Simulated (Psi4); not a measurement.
# HF/STO-3G run of P4 (SMILES P12P3P1P23)

Aim: the vertical ionisation energy of P4 at HF/STO-3G, from 2 runs. 

The results are computed with Psi4 1.11.

1 further run of the same task is left out (it didn't finish).

### 1 The molecule

P4: 4 atoms, total charge 0, spin state singlet. As SMILES, `P12P3P1P23`. The shape is that of a PBE0-D4/def2-TZVP optimisation.

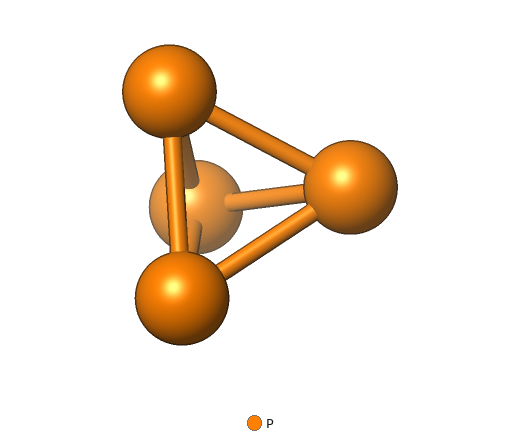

Viewed from a chosen angle; phosphorus orange.

### 2 The energy at HF/STO-3G

p4.xyz reads:

```xyz
4
P4
P     -0.724800    -0.100000     1.119400
P      1.294900     0.109800     0.315700
P     -0.185000    -1.091700    -0.749800
P     -0.385100     1.081900    -0.685200
```

run.py reads:

```python
import psi4

psi4.set_memory(1600000000)
psi4.set_num_threads(1)
psi4.core.set_output_file('psi4.out', False)

with open('p4.xyz') as f:
    atoms = ''.join(f.readlines()[2:])
molecule = psi4.geometry('0 1\n' + atoms + 'symmetry c1')

psi4.set_options({
    'reference': 'rhf',
    'puream': True,
    'e_convergence': 1e-09,
    'd_convergence': 1e-08,
    'scf_type': 'pk',
})

energy_value, wavefunction = psi4.energy("scf/STO-3G", return_wfn=True)
psi4.oeprop(wavefunction, "QUADRUPOLE", "DIPOLE", "WIBERG_LOWDIN_INDICES", title="SCF")
print(f'total energy {energy_value:.8f} hartree = {energy_value * 27.211386:.5f} eV')
```

On the command line:

```bash
$ python run.py
```

psi4.out, cut to the lines that bear on the results:

```text
[...]
  Running in c1 symmetry.
[...]
  Nuclear repulsion =  327.132424195368571
[...]
  Multiplicity = 1
[...]
  Nalpha       = 30
  Nbeta        = 30
[...]
    Number of basis functions: 36
[...]
   @RHF iter   1: -1347.62324717608067   -2.19668e+00   4.36324e-03 DIIS/ADIIS
[...]
   @RHF iter   7: -1347.64960896439607   -4.09273e-11   9.62001e-09 DIIS
[...]
    Orbital Energies [Eh]
    ---------------------
    Doubly Occupied:
       1A    -78.860652     2A    -78.860650     3A    -78.860647
       4A    -78.860526     5A     -7.200370     6A     -7.200369
       7A     -7.200365     8A     -7.198170     9A     -5.021910
      10A     -5.021908    11A     -5.021905    12A     -5.020207
      13A     -5.020206    14A     -5.020205    15A     -5.019973
      16A     -5.018349    17A     -5.018349    18A     -5.017981
      19A     -5.017980    20A     -5.017979    21A     -0.996475
      22A     -0.629512    23A     -0.629501    24A     -0.629498
      25A     -0.317217    26A     -0.261042    27A     -0.261032
      28A     -0.261027    29A     -0.225283    30A     -0.225280
[...]
  @RHF Final Energy: -1347.64960896439607
   => Energetics <=
    Nuclear Repulsion Energy =            327.1324241953685714
    One-Electron Energy =               -2531.7349288472196349
    Two-Electron Energy =                 856.9528956874551113
    Total Energy =                      -1347.6496089643960659
[...]
 Multipole Moments:
 ------------------------------------------------------------------------------------
     Multipole            Electronic (a.u.)      Nuclear  (a.u.)        Total (a.u.)
 ------------------------------------------------------------------------------------
 L = 1.  Multiply by 2.5417464519 to convert [e a0] to [Debye]
 Dipole X            :         -0.0000015           -0.0000000           -0.0000015
 Dipole Y            :         -0.0000008           -0.0000000           -0.0000008
 Dipole Z            :         -0.0000007            0.0000000           -0.0000007
 Magnitude           :                                                    0.0000018
 L = 2.  Multiply by 1.3450342976 to convert [e a0^2] to [Debye ang]
 Quadrupole XX       :       -161.5189502          127.7349209          -33.7840293
 Quadrupole XY       :          0.0007873           -0.0008126           -0.0000253
[...]
```

Standard output:

```text
total energy -1347.64960896 hartree = -36671.41370 eV
```

Run time: 2.2 s. Hardware: 1 thread of Intel Xeon Platinum 8259CL at 2.50GHz (Skylake/Cascade Lake), shared host; peak memory 0.18 GiB.

### 3 The doublet cation at the same level

calc.in reads:

```
memory 1600 MB

molecule {
  1 2
  P     -0.724800    -0.100000     1.119400
  P      1.294900     0.109800     0.315700
  P     -0.185000    -1.091700    -0.749800
  P     -0.385100     1.081900    -0.685200
  symmetry c1
  no_reorient
  no_com
}

set basis STO-3G
set reference uhf
set puream true
set e_convergence 1e-09
set d_convergence 1e-08
set scf_type pk
set maxiter 100

result, w = energy("scf", return_wfn=True)
```

On the command line:

```bash
$ psi4 -i calc.in -o calc.out -n 1
```

calc.out, cut to the lines that bear on the results:

```text
[...]
  Running in c1 symmetry.
[...]
  Nuclear repulsion =  327.132424195368571
[...]
  Multiplicity = 2
[...]
  Nalpha       = 30
  Nbeta        = 29
[...]
    Number of basis functions: 36
[...]
   @UHF iter   1: -1347.37672423775416   -1.95015e+00   6.09630e-03 DIIS/ADIIS
[...]
   @UHF iter  39: -1347.43387678656904    8.95852e-11   8.85368e-09 DIIS
[...]
   @S^2 Observed:                7.796816148E-01
[...]
    Orbital Energies [Eh]
    ---------------------
    Alpha Occupied:
       1A    -79.194242     2A    -79.194215     3A    -79.194166
       4A    -79.194070     5A     -7.522642     6A     -7.522599
       7A     -7.522564     8A     -7.520430     9A     -5.347971
      10A     -5.347875    11A     -5.346917    12A     -5.346615
      13A     -5.341303    14A     -5.341237    15A     -5.340609
      16A     -5.339412    17A     -5.339408    18A     -5.337779
      19A     -5.337706    20A     -5.337623    21A     -1.303417
      22A     -0.927946    23A     -0.915456    24A     -0.915361
      25A     -0.576841    26A     -0.534697    27A     -0.534679
      28A     -0.533605    29A     -0.525657    30A     -0.500384
    Alpha Virtual:
[...]
  @UHF Final Energy: -1347.43387678656904
   => Energetics <=
    Nuclear Repulsion Energy =            327.1324241953685714
    One-Electron Energy =               -2513.4933899922416458
    Two-Electron Energy =                 838.9270890103041438
    Total Energy =                      -1347.4338767865690443
  UHF NO Occupations:
  HONO-2 :   28  A 1.9946308
  HONO-1 :   29  A 1.9946011
[...]
 Multipole Moments:
 ------------------------------------------------------------------------------------
     Multipole            Electronic (a.u.)      Nuclear  (a.u.)        Total (a.u.)
 ------------------------------------------------------------------------------------
 L = 1.  Multiply by 2.5417464519 to convert [e a0] to [Debye]
 Dipole X            :          0.0001509           -0.0000000            0.0001509
 Dipole Y            :          0.0001952            0.0000000            0.0001952
 Dipole Z            :         -0.0028465            0.0028346           -0.0000119
 Magnitude           :                                                    0.0002470
[...]
```

Wall time 2.6 s (1 thread of Intel Xeon Platinum 8259CL at 2.50GHz (Skylake/Cascade Lake), shared host); peak memory 0.18 GiB.

### 4 Results

Level: HF/STO-3G.

```
                                          quantity           value
                          singlet P4: total energy  -1347.64961 Eh
                         singlet P4: dipole moment          0.00 D
                           singlet P4: HOMO energy        -6.13 eV
                           singlet P4: LUMO energy         7.96 eV
                         singlet P4: HOMO–LUMO gap        14.09 eV
                      doublet cation: total energy  -1347.43388 Eh
doublet cation: HOMO energy (highest over α and β)       -13.56 eV
 doublet cation: LUMO energy (lowest over α and β)        -5.60 eV
                              doublet cation: ⟨S²⟩           0.780
vertical ionisation energy (to the doublet cation)        5.870 eV
```

What this shows: Removing an electron at fixed nuclei costs 5.87 eV (566 kJ/mol). The negative HOMO energy of the first species, 6.13 eV, lies 0.26 eV above that difference. In a minimal basis such a difference can be off by several eV, whatever the method.
